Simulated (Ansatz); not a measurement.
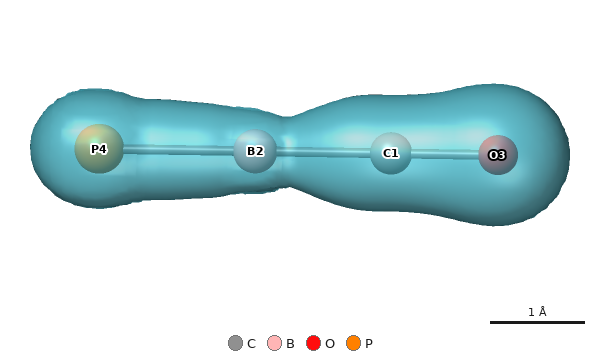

Figure 1: CBOP (SMILES O=[C+][B-]#P). Isosurface of the electron density at 0.8 e/Å³ (cyan), seen from one side.

Geometry: PBE0-D3(BJ)/def2-SVP.

Level of theory: Ansatz 0.2.0, isolated molecule in a Gaussian basis; Kohn-Sham density functional theory, functional PBE0.

### Which contacts does the surface bridge?

At this value the surface is in one piece. It bridges the sampled C–O (1.14 Å), C–B (1.45 Å) and B–P (1.67 Å) contacts, where the density stays above the isovalue. On the grid the lowest density along these lines, outside the cores, is 3.3 e/Å³ (C–O, 1.14 Å), 1.3 e/Å³ (C–B, 1.45 Å) and 1.2 e/Å³ (B–P, 1.67 Å).
